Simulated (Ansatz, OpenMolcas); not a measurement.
# How methods differ on SiH2O2F2 (SMILES O[Si](O)(F)F)

SiH2O2F2 has 7 atoms, charge 0, and is taken as a singlet. As SMILES, `O[Si](O)(F)F`. Geometry: relaxed at PBE0-D4/def2-TZVP. This is one conformer, not always the lowest.

```xyz
7

O    -1.1230    0.4438    0.8905
Si   -0.0111   -0.0181   -0.1773
O     1.3212   -0.3866    0.6467
F    -0.4835   -1.2627   -1.0336
F     0.2380    1.1318   -1.2361
H    -1.8293    1.0223    0.6022
H     1.9489   -0.9985    0.2620
```

Quantity: the energy change with the O1–H6 bond stretched from 0.957 to 1.245 Å, in eV. The values are calculated.

```csv
level,kind,program,value (eV),CPU time (all runs)
HF/def2-SVP (restricted),Hartree–Fock,OpenMolcas,1.51,9.1 s
revPBE/def2-SVP (restricted),GGA,Ansatz,1.07,5.3 s
TPSS/def2-SVP (restricted),meta-GGA,OpenMolcas,1.08,41 s
B3LYP/def2-SVP (restricted),global hybrid,Ansatz,1.17,7.3 s
HSE06/def2-SVP (restricted),range-separated hybrid,Ansatz,1.23,7.7 s
RPA@PBE/def2-SVP (restricted),RPA,Ansatz,1.13,10 s
RPA@PBE0/def2-SVP (restricted),RPA,Ansatz,1.21,12 s
MP2/def2-SVP (restricted),perturbation theory,OpenMolcas,1.25,8.8 s
CCSD/def2-SVP (restricted),coupled cluster or CI,Ansatz,1.25,22 s
```

The first shape isn't each level's own minimum. The values span 1.07 to 1.51 eV. In so small a basis fixed costs decide the times, and correlated methods can beat functionals. CPU times are rough (shared hosts, several kinds of processor and program).

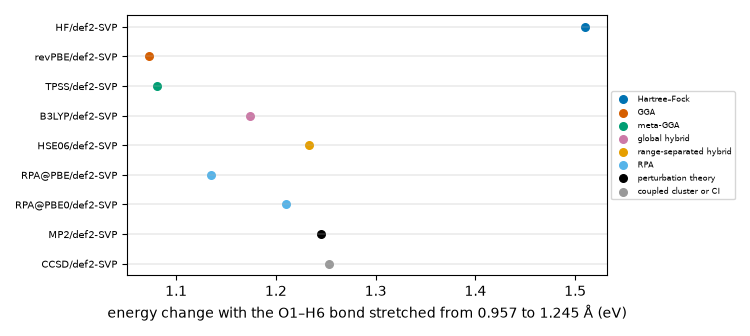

The values of the table, level by level.
